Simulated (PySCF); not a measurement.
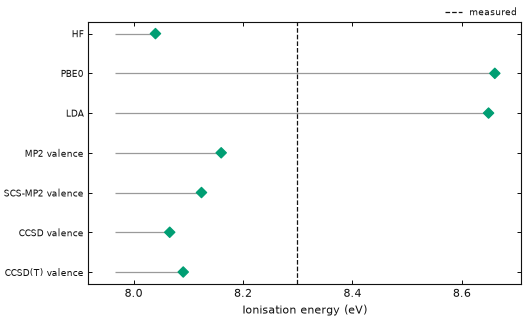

The ionisation energy of neutral boron ([He] 2s² 2p → [He] 2s²) across levels of theory. PySCF, aug-cc-pVDZ-DK, spin-free X2C-1e, unrestricted single determinants, no spin-orbit coupling. Methods marked “valence” freeze 2 core electrons.

> How do the methods compare?

The values run from 8.040 eV (HF) to 8.660 eV (PBE0). The measured value is 8.298 eV; nearest to it come MP2 valence (−0.138) and SCS-MP2 valence (−0.174), furthest PBE0 (+0.362 eV).

| Method | Ionisation energy (eV) |
| --- | --- |
| HF | 8.040 |
| PBE0 | 8.660 |
| LDA | 8.649 |
| MP2 valence | 8.160 |
| SCS-MP2 valence | 8.124 |
| CCSD valence | 8.066 |
| CCSD(T) valence | 8.091 |

Note: large double amplitudes; spin-orbit shift not estimated.
